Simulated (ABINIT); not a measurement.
# Quasiparticle gap of SiO2 (Stishovite) in ABINIT, part 3 of 3

Wanted: ground state, empty states, screening and self-energy for SiO2 (Stishovite).

ABINIT 10.8.3; LDA and many-body steps on it, plane waves. Known limits of the many-body steps: not at the basis limit; coarse k mesh.

So far. Step 4 (Empty states on the mesh, 4×4×4 mesh, 164 bands): On this mesh the gap is 5.665 eV. Step 5 (Screening, 4×4×4 mesh, 156 bands, screening to 179.6 eV): Local fields lower ε∞ by 7 %. On a Γ-centred mesh this coarse the value itself is usually too large, while a short band sum pulls it down.

**6. Self-energy, 4×4×4 mesh, 156 bands, screening to 179.6 eV**

The self-energy is evaluated for the states that the input lists, and the levels follow from it, in one-shot runs by the linearised quasiparticle equation.

This step: G0W0 on LDA, plane waves, norm-conserving pseudopotentials.

The input, run.abi:

```
acell 3*1.0 Angstrom
rprim 
  4.177300000000 0.000000000000 0.000000000000
  0.000000000000 4.177300000000 0.000000000000
  0.000000000000 0.000000000000 2.665200000000
ntypat 2
znucl 14 8
natom 6
typat 1 1 2 2 2 2
xred 
  0.000000000000 0.000000000000 0.000000000000
  0.500000000000 0.500000000000 0.500000000000
  0.305900000000 0.305900000000 0.000000000000
  0.194100000000 0.805900000000 0.500000000000
  0.694100000000 0.694100000000 0.000000000000
  0.805900000000 0.194100000000 0.500000000000
pp_dirpath "pseudos"
pseudos "Si.upf, O.upf"
ecut 36
ngkpt 4 4 4
nshiftk 1
shiftk 0 0 0
kptopt 1
chksymbreak 0
istwfk *1
occopt 1
irdwfk 1
optdriver 4
nband 156
gwcalctyp 0
ecutsigx 36
symsigma 1
nkptgw 6
kptgw 
  0.0000000000 0.0000000000 0.0000000000
  0.5000000000 0.0000000000 0.0000000000
  0.5000000000 0.5000000000 0.0000000000
  0.0000000000 0.0000000000 0.5000000000
  0.5000000000 0.0000000000 0.5000000000
  0.5000000000 0.5000000000 0.5000000000
bdgw 
  14 18
  15 18
  15 18
  15 18
  15 18
  15 18
ecuteps 6.6
irdscr 1
ppmodel 1
indata_prefix "in"
outdata_prefix "out"
tmpdata_prefix "tmp"
```

Launch:

```console
> OMP_NUM_THREADS=1 mpirun -n 4 abinit run.abi > log
```

Numbers of over 12 decimals in the logs are rounded to 6 here.

Output:

```text
.Version 10.8.3 of ABINIT. v10.8.2 released Aug 2026.

 Symmetries : space group P4_2/m n m (#136); Bravais tP (primitive tetrag.)
[... echo of the input left out ...]
== DATASET  1 ==================================================================
-   mpi_nproc: 4, omp_nthreads: 1 (-1 if OMP is not activated)

--- !DatasetInfo
iteration_state: {dtset: 1, }
dimensions: {natom: 6, nkpt: 18, mband: 156, nsppol: 1, nspinor: 1, nspden: 1, mpw: 3273, }
cutoff_energies: {ecut:  36.0, pawecutdg:  -1.0, }
electrons: {nelect:   3.20000000E+01, charge:   0.00000000E+00, occopt:   1.00000000E+00, tsmear:   1.00000000E-02, }

 SIGMA: Calculation of the GW corrections

 Based on a program developped by R.W. Godby, V. Olevano, G. Onida, and L. Reining.
 Incorporated in ABINIT by V. Olevano, G.-M. Rignanese, and M. Torrent.
.Using double precision arithmetic ; gwpc =  8

[... cell and pseudopotentials left out ...]
--------------------------------------------------------------------------------

 ==== K-mesh for the wavefunctions ====
 Number of points in the irreducible wedge :    18
[... list of points left out ...]
 Together with 16 symmetry operations and time-reversal symmetry
 yields    64 points in the full Brillouin Zone.

 ==== Q-mesh for screening function ====
 Number of points in the irreducible wedge :    18
[... list of points left out ...]
 Together with 16 symmetry operations and time-reversal symmetry
 yields    64 points in the full Brillouin Zone.

 vcoul_init : cutoff-mode = AUXILIARY_FUNCTION
 q-points for optical limit:   1
     1)      0.000010    0.000020    0.000030
 setmesh: FFT mesh size selected  =    48x   48x   30
          total number of points  =        69120

 Number of electrons calculated from density =   32.0000; Expected =   32.0000
 average of density, n =  0.101961
 r_s =    1.3279
 omega_plasma =   30.8015 [eV]

 === KS Band Gaps ===
  >>>> For spin  1
   Minimum direct gap =   5.6648 [eV], located at k-point      :   0.0000  0.0000  0.0000
   Fundamental gap    =   5.6648 [eV], Top of valence bands at :   0.0000  0.0000  0.0000
                                       Bottom of conduction at :   0.0000  0.0000  0.0000
 SIGMA fundamental parameters:
 PLASMON POLE MODEL  1
 number of plane-waves for SigmaX                 3273
 number of plane-waves for SigmaC and W            265
 number of plane-waves for wavefunctions          3273
 number of bands                                   156
 number of independent spin polarizations            1
 number of spinorial components                      1
 number of k-points in IBZ                          18
 number of q-points in IBZ                          18
 number of symmetry operations                      16
 number of k-points in BZ                           64
 number of q-points in BZ                           64
 number of frequencies for dSigma/dE                 9
 frequency step for dSigma/dE [eV]                0.25
 number of omega for Sigma on real axis              0
 max omega for Sigma on real axis  [eV]           0.00
 zcut for avoiding poles [eV]                     0.10

 EPSILON^-1 parameters (SCR file):
 dimension of the eps^-1 matrix on file            265
 dimension of the eps^-1 matrix used               265
 number of plane-waves for wavefunctions          3273
 number of bands                                   156
 number of q-points in IBZ                          18
 number of frequencies                               2
 number of real frequencies                          1
 number of imag frequencies                          1

 matrix elements of self-energy operator (all in [eV])

 Perturbative Calculation

--- !SelfEnergy_ee
iteration_state: {dtset: 1, }
kpoint     : [   0.000,    0.000,    0.000, ]
spin       : 1
KS_gap     :    5.665
QP_gap     :    8.188
Delta_QP_KS:    2.523
data: !SigmaeeData |
     Band     E0 <VxcDFT>   SigX SigC(E0)      Z dSigC/dE  Sig(E)    E-E0       E
       14   6.055 -20.851 -26.587   4.260   0.821  -0.218 -22.063  -1.212   4.843
       15   6.055 -20.851 -26.587   4.260   0.821  -0.218 -22.063  -1.212   4.843
       16   6.959 -21.031 -27.012   4.504   0.818  -0.222 -22.240  -1.208   5.751
       17  12.624 -16.021 -10.345  -4.118   0.845  -0.184 -14.706   1.315  13.939
       18  13.454 -12.149  -6.086  -4.331   0.865  -0.157 -10.652   1.497  14.951

--- !SelfEnergy_ee
iteration_state: {dtset: 1, }
kpoint     : [   0.500,    0.000,    0.000, ]
spin       : 1
KS_gap     :    8.731
QP_gap     :   11.626
Delta_QP_KS:    2.895
data: !SigmaeeData |
     Band     E0 <VxcDFT>   SigX SigC(E0)      Z dSigC/dE  Sig(E)    E-E0       E
       15   5.878 -20.338 -26.320   4.407   0.819  -0.221 -21.628  -1.290   4.589
       16   5.878 -20.338 -26.320   4.407   0.819  -0.221 -21.628  -1.290   4.589
       17  14.609 -15.482  -9.242  -4.340   0.845  -0.183 -13.876   1.605  16.215
       18  14.609 -15.482  -9.242  -4.340   0.845  -0.183 -13.876   1.605  16.215

--- !SelfEnergy_ee
iteration_state: {dtset: 1, }
kpoint     : [   0.500,    0.500,    0.000, ]
spin       : 1
KS_gap     :    9.622
QP_gap     :   12.677
Delta_QP_KS:    3.055
data: !SigmaeeData |
     Band     E0 <VxcDFT>   SigX SigC(E0)      Z dSigC/dE  Sig(E)    E-E0       E
       15   4.651 -19.160 -25.595   4.632   0.817  -0.224 -20.632  -1.472   3.179
[...]
--- !SelfEnergy_ee
iteration_state: {dtset: 1, }
kpoint     : [   0.000,    0.000,    0.500, ]
spin       : 1
KS_gap     :   11.624
QP_gap     :   14.967
Delta_QP_KS:    3.342
data: !SigmaeeData |
     Band     E0 <VxcDFT>   SigX SigC(E0)      Z dSigC/dE  Sig(E)    E-E0       E
[...]
--- !SelfEnergy_ee
iteration_state: {dtset: 1, }
kpoint     : [   0.500,    0.000,    0.500, ]
spin       : 1
KS_gap     :   10.390
QP_gap     :   13.571
Delta_QP_KS:    3.181
data: !SigmaeeData |
     Band     E0 <VxcDFT>   SigX SigC(E0)      Z dSigC/dE  Sig(E)    E-E0       E
[...]
18  15.565 -15.146  -8.679  -4.368   0.848  -0.179 -13.366   1.780  17.345

--- !SelfEnergy_ee
iteration_state: {dtset: 1, }
kpoint     : [   0.500,    0.500,    0.500, ]
spin       : 1
KS_gap     :    8.638
QP_gap     :   11.597
Delta_QP_KS:    2.959
data: !SigmaeeData |
     Band     E0 <VxcDFT>   SigX SigC(E0)      Z dSigC/dE  Sig(E)    E-E0       E
       15   5.395 -19.981 -26.324   4.647   0.816  -0.225 -21.365  -1.384   4.011
       16   5.395 -19.981 -26.324   4.647   0.816  -0.225 -21.365  -1.384   4.011
       17  14.034 -14.949  -8.845  -4.252   0.850  -0.176 -13.374   1.575  15.608
       18  14.034 -14.949  -8.845  -4.252   0.850  -0.176 -13.374   1.575  15.608

== END DATASET(S) ==============================================================
================================================================================

 -outvars: echo values of variables after computation  --------
           etotal      0.0000000000E+00
            nband         156
             nkpt          18
          spgroup         136
 [... the other variables as echoed above ...]

 Calculation completed.
```

Wall time 72 s (4 MPI ranks of Arm Neoverse V1, shared host); peak memory 1.6 GiB; 4.8 min of CPU time.

Numbers from this step:

```
G0W0 gap on the mesh                         : 8.188 eV
starting gap on the mesh                     : 5.665 eV
k of the valence top                         : 0, 0, 0
k of the conduction bottom                   : 0, 0, 0
Z at the valence top                         : 0.818
Z at the conduction bottom                   : 0.845
least direct G0W0 gap on the computed points : 8.188 eV
```

The gap on the mesh goes from 5.66 eV to 8.19 eV, a correction of +2.52 eV.

Limits: finite bands, cutoff and mesh; coarse k mesh. v1 is the top filled band, c1 the lowest empty one. Levels before and after the correction, in eV, zero at the valence-band top of each column:

```tsv
	conduction bottom	valence top
Kohn-Sham	5.66	0.00
G0W0	8.19	0.00
```

```tsv
	level	energy (eV)
Kohn-Sham	Γ v3-v2	-0.904
Kohn-Sham	Γ v1	0.000
Kohn-Sham	Γ c1	5.665
Kohn-Sham	Γ c2	6.495
G0W0	Γ v3-v2	-0.908
G0W0	Γ v1	0.000
G0W0	Γ c1	8.188
G0W0	Γ c2	9.200
```

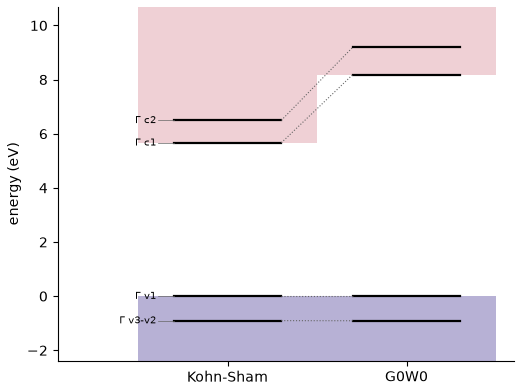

Levels before and after the correction. Shaded: valence and conduction bands.

**7. Where the time went**

Times are wall times on 4 MPI ranks of Arm Neoverse V1, shared host, good to a factor of about two.

```tsv
step	time	share	memory (GiB)
ground state	36 s	8 %	0.33
bands along the symmetry lines	30 s	7 %	0.35
empty states on the mesh	2.3 min	31 %	2.5
screening	2.7 min	37 %	1.7
self-energy	72 s	17 %	1.6
```

**8. Results**

```
LDA gap              : 5.66 eV, direct
G0W0 gap on the mesh : 8.19 eV
GW settings          : 4×4×4 mesh, 156 bands, screening to 179.6 eV, Godby-Needs plasmon pole
known limits         : not at the basis limit; coarse k mesh
```

What this shows: G0W0 moves the gap on the mesh from 5.66 eV to 8.19 eV (+2.52 eV), with Z of 0.82 and 0.84 at the edges. Local fields lower the RPA ε∞ on this mesh from 3.71 to 3.43; a Γ-centred mesh this coarse tends to raise both, most where the direct gap is narrow, while a short band sum lowers them. Bands and cutoff are finite, so the gap is not at the basis limit. The miss can reach some tenths of an eV and take either sign; the mesh is an error of its own. The 4×4×4 mesh is coarse for this cell, which bears on the long-range parts of exchange and screening.

[Paths, hosts, dates, memory and timing lines, banners, echoed tables and standing remarks are left out of the program output.]

[Logs are printed without paths, hosts, clocks, repeated set-up lines and the standing remarks that a program may print on its own settings, such as how far it seeks lower states.]

[Runs of the session that timed out or met a known fault of the program may be left out.]

[Hosts, paths, dates, database ids (printed as entryN), source tags and the programs' standing remarks are cut or masked in the printed files.]

[G0W0 gaps are taken among the corrected bands and points alone; a level outside them can change the order at an edge.]

[Where Ansatz stands beside ABINIT at settings called matched, ABINIT's density can come from a denser mesh and the files from another edition; pairs whose starting gaps differed by over 0.03 eV were left out, so agreement reads better than it is.]
